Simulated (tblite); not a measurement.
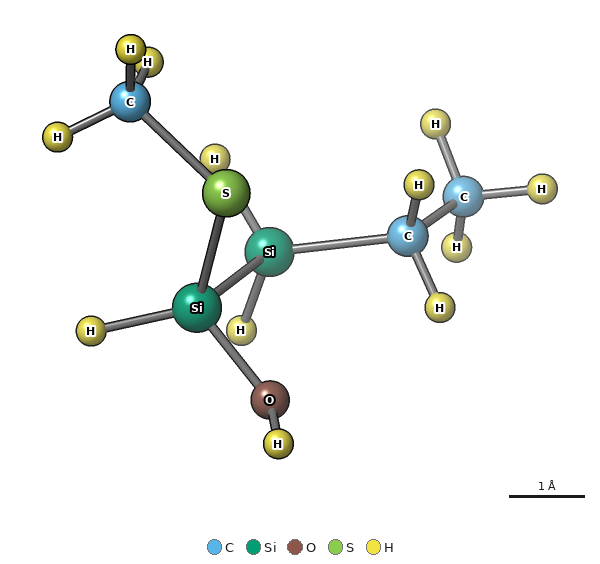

Fig. 1: The structure as given in the input (ball-and-stick view, seen at a tilt).

**Frequency calculation of C$_{3}$H$_{12}$OSSi$_{2}$ (charge +1)**

The run: frequency calculation of C$_{3}$H$_{12}$OSSi$_{2}$, charge +1, multiplicity 2. Method and program: GFN2-xTB harmonic vibrations, gas phase (tblite 0.8.0).

It belongs to a series of runs on one base structure; here: electron removed.

**Log**
```
mode    cm-1     km/mol
  1      14.1      0.05
  2      44.6      0.47
  3      51.5      2.67
  4      67.0      1.25
  5      78.4      0.17
  6      95.8      4.92
  7     143.4     10.03
  8     147.6      3.94
  9     210.7      0.22
 10     215.9      4.99
 11     223.9      3.07
 12     276.5    110.17
 13     314.5     31.92
 14     393.7     19.88
 15     440.5      7.32
 16     452.5      6.03
 17     523.2     52.44
 18     604.9    131.83
 19     628.4    125.04
 20     677.1    211.09
 21     691.3      5.48
 22     721.4      7.69
 23     725.1     72.83
 24     749.0    232.77
 25     931.8      0.39
 26     952.5      4.92
 27     968.6      2.31
 28     993.7    162.08
 29    1005.9     67.46
 30    1049.5     22.19
 31    1204.1      0.76
 32    1237.7     11.22
 33    1322.6      2.34
 34    1413.3     12.60
 35    1419.2      8.09
 36    1430.1      1.15
 37    1435.9     18.72
 38    1485.0     14.88
 39    1490.0      5.22
 40    2216.2    160.91
 41    2288.3    134.77
 42    2312.6    138.24
 43    2950.4      9.15
 44    2964.1     11.65
 45    3037.0      3.54
 46    3039.4      3.01
 47    3051.5     17.67
 48    3054.8      7.22
 49    3055.4      6.53
 50    3060.5      5.18
 51    3562.0    107.06
```

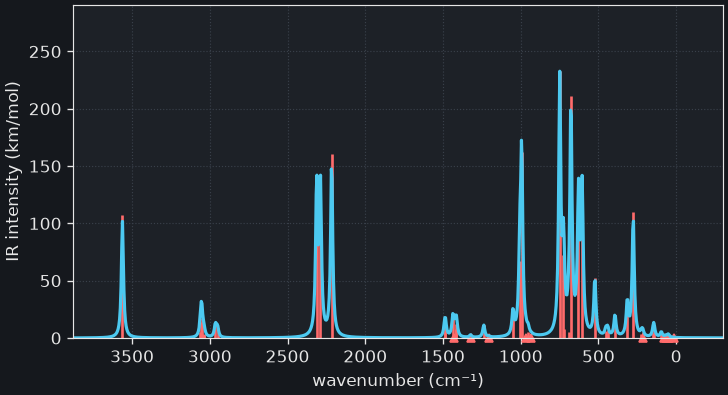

Fig. 2: Harmonic infrared spectrum, unscaled: sticks (degenerate modes added up, dark ones marked on the axis) with a Lorentzian envelope of 16 cm⁻¹ full width, scaled to the tallest stick. 51 modes from 14 to 3562 cm⁻¹, none imaginary. The strongest line is at 749 cm⁻¹ (233 km/mol).

This output came from the following input.

**The input**
```
{"job": {"kind": "ir", "xc": "GFN2-xTB", "basis": "xTB"}, "charge": 1, "multiplicity": 2}
C     -3.034170     0.232774     0.882687
C     -1.809160     0.357370    -0.025085
Si    -0.597456    -1.079934     0.250195
Si     1.298310    -0.599142    -1.226025
O      0.443428    -0.440106    -2.561689
S      2.099312     1.290619    -0.614535
C      3.114180     0.853657     0.825776
H     -3.711337     1.063475     0.696530
H     -3.575159    -0.690376     0.694421
H     -2.753766     0.256499     1.932193
H     -1.316676     1.315471     0.163992
H     -2.133415     0.373456    -1.068795
H     -1.034563    -2.407851    -0.173412
H      0.027562    -1.122301     1.579225
H      2.330022    -1.621314    -1.246942
H      0.698781    -0.148460    -3.437617
H      3.716361     1.728851     1.050922
H      3.757893     0.011253     0.598938
H      2.470047     0.635310     1.671759
```

The first line tells a small driver script what to run in tblite; the rest is the geometry in Å.

Launch command:
```bash
OMP_NUM_THREADS=1 python <driver script> task.json out
```

**Summary**

```tsv
quantity	value
outcome	converged
total energy	−623.9448 eV
zero-point energy	87.8090 kcal/mol
hardware	1 CPU thread, shared host
wall time	1.1 s
peak memory	0.18 GiB
```
